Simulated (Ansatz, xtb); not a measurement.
# Redistribution: C2H3N + C3H9N → CH2N2 + C4H10

Gas-phase species: C2H3N (acetonitrile) `CC#N`, singlet; C3H9N (isopropylamine) `CC(C)N`, singlet; CH2N2 (cyanamide) `N#CN`, singlet; C4H10 (isobutane) `CC(C)C`, singlet. The partners trade CH3 for NH2; both sit on C, so the bond types are kept.

Shapes, held fixed at every level: PBE0-D4/def2-TZVP. Flexible molecules stand in one conformer, not always the lowest. Programs: Ansatz 0.2.0, xtb 6.7.1, xtb 6.7.1 later snapshot. The zero-point and thermal change to 298 K, harmonic and unscaled (PBE0-D4/def2-TZVP), is -1.0 kJ/mol.

```csv
level,kind,ΔH(298 K) (kJ/mol),less CCSD(T)/CBS estimate
GFN2-xTB,semi-empirical,-40.3,-54.6
PBE-D4/def2-TZVPP,GGA,+3.0,-11.3
r2SCAN-D4/def2-TZVPP,meta-GGA,+5.0,-9.3
B3LYP-D4/def2-TZVPP,global hybrid,+6.9,-7.4
B2PLYP/def2-TZVPP,double hybrid,+10.0,-4.3
CCSD(T)/def2-SVP,coupled cluster or CI,+6.9,-7.4
CCSD/def2-TZVPP,coupled cluster or CI,+13.2,-1.1
CCSD(T)/CBS estimate,coupled cluster or CI,+14.3,0.0
```

The highest level, CCSD(T)/CBS estimate, gives ΔH(298 K) = +14.3 kJ/mol; the levels span -40.3 to +14.3. They disagree on the sign: 7 of 8 are positive. The column of differences is taken from that level and isn't an error. No measured value is set beside it here. The CBS estimate extrapolates MP2 from def2-TZVPP and def2-QZVPP and adds CCSD(T) − MP2 in the triple-zeta set, cores frozen.

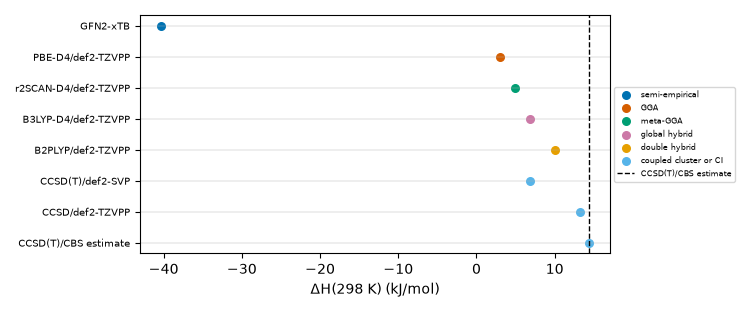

The values of the table, level by level.
